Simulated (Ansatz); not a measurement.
**C3H4Cl2: density, localisation and related maps**

The calculation's input:

```
crystal:
  periodic: [false, false, false]
  atoms:
    - { symbol: C, position_ang: [-0.2154, -1.0598, -0.5157] }
    - { symbol: C, position_ang: [0.4802, 0.1538, 0.0245] }
    - { symbol: Cl, position_ang: [-0.08757, 1.5906, -0.71083] }
    - { symbol: C, position_ang: [1.4358, 0.31712, 0.91912] }
    - { symbol: Cl, position_ang: [2.11232, -1.07645, 1.79141] }
    - { symbol: H, position_ang: [-1.3425, -0.9347, -0.3599] }
    - { symbol: H, position_ang: [-0.0807, -1.0892, -1.605] }
    - { symbol: H, position_ang: [0.1226, -1.9265, -0.0692] }
    - { symbol: H, position_ang: [1.94866, 1.19681, 1.2409] }
basis:
  gaussian: { orbitals: def2-SVP }
hamiltonian:
  xc: pbe
relax:
  f_tol: 0.015
  max_steps: 40
output:
  orbitals: {}
```

Launched as:

```sh
ansatz run input.yaml --threads 2 --pin off --max-ram 3072MiB --backend cpu --events-out ev --progress --plain --runs-dir out
```

The fields are those of the relaxed geometry.

Method: RKS PBE/def2-SVP (Ansatz 0.2.0).

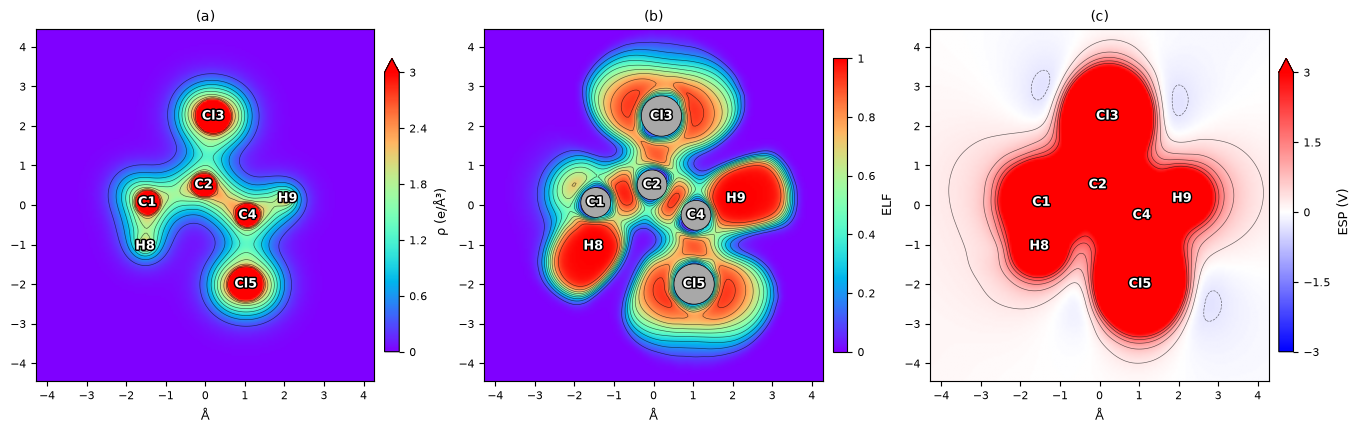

Figure 1. (a) electron density; (b) electron localisation function; (c) electrostatic potential on the plane of atoms Cl5, C4 and H9. Grey discs cover the atomic cores in the ELF map.

What do the fields say about this system?

- The plane passes through C, Cl and H nuclei.
- C–C (1.35 Å): ρ at the midpoint is about 2.2 e/Å³; the ELF peaks at about 0.95 between the atoms; localised, covalent bonding.
- C–Cl (1.74 Å): ρ at the midpoint is about 1.4 e/Å³; the ELF peaks at about 0.90 between the atoms: a covalent bond.
- C–H (1.10 Å): the density is about 1.9 e/Å³ at the midpoint; the ELF climbs to about 1 towards the hydrogen, as it does in any bond to H (an ordinary covalent bond to hydrogen).
- C–C (1.49 Å): ρ is about 1.7 e/Å³ halfway; the ELF peaks at about 0.95 between the atoms, as expected for localised, covalent bonding.
- The ELF also peaks beside Cl5 and Cl3, away from the bonds: lone-pair regions.
- Outside the dense part of the molecule the potential is most negative (−0.3 V) near Cl3.

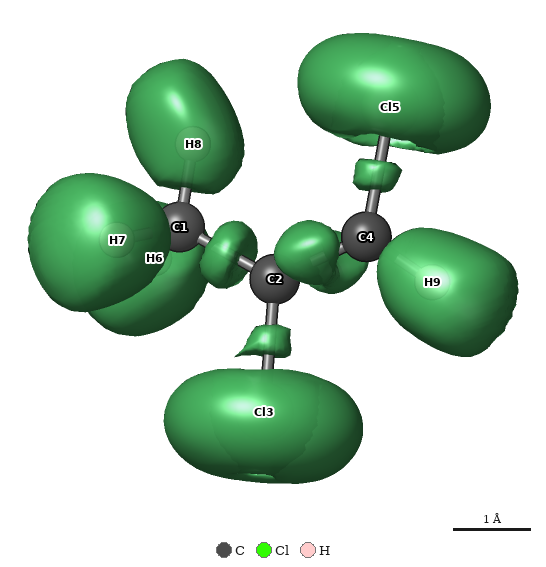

Figure 2. Isosurface of the electron localisation function at 0.8 (green), seen at a tilt. Only the valence region is drawn (cores and ρ < 0.01 e/Å³ removed).

What do the ELF domains correspond to?

The surface consists of two regions between bonded C–C atoms (shared pairs), two regions between bonded C–Cl atoms (shared pairs), four regions around hydrogen nuclei and two rings or bowls of non-bonding electrons around Cl.

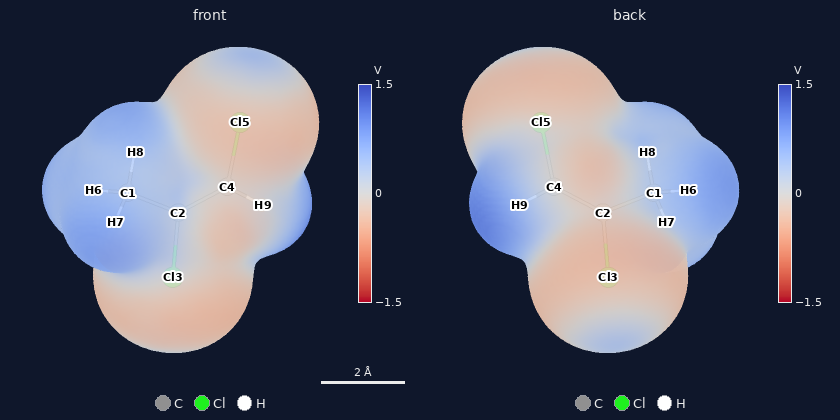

Figure 3. The electrostatic potential painted on the density surface at 0.002 e/bohr³, seen from the front and from behind; the colour scale runs from red (negative) to blue (positive).

Which sites attract a positive test charge, and which a negative one?

A positive charge is drawn to the negative regions and a negative charge to the positive ones. The most negative region (about −0.4 V) lies over Cl3 and Cl5, the most positive (about +1.1 V) over H9. Cl3 shows a σ-hole: about +0.4 V at the tip opposite its bond, against about −0.3 V on its flanks. Cl5 shows a σ-hole: about +0.5 V at the tip opposite its bond, against about −0.2 V on its flanks.

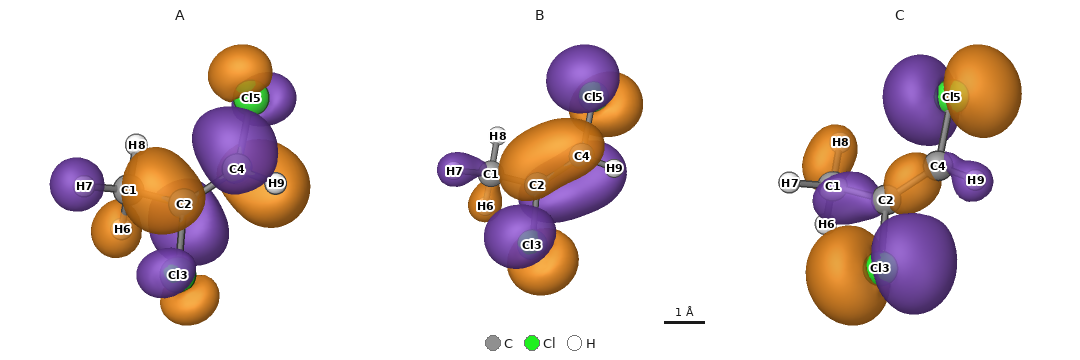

Figure 4. Three frontier orbitals at ±0.1 Å⁻³ᐟ² (orange and purple are the two phases), in no order.

Which picture is the HOMO−1, the HOMO and the LUMO?

C is the HOMO−1 (−7.33 eV). By Hirshfeld shares it lies mainly on Cl3 (about 50 %) and Cl5 (about 35 %); largely a combination of lone pairs on Cl3 and Cl5. B is the HOMO (−5.75 eV). Its weight (Hirshfeld) is mainly on C4 (about 25 %), Cl5 (about 25 %), Cl3 (about 25 %) and C2 (about 20 %). A is the LUMO (−1.16 eV). By Hirshfeld shares it lies mainly on C4 (about 35 %), C2 (about 35 %), Cl5 (about 10 %) and Cl3 (about 10 %); π-antibonding (π*) across C4–C2.

What is the HOMO–LUMO gap?

4.59 eV between the orbital energies.
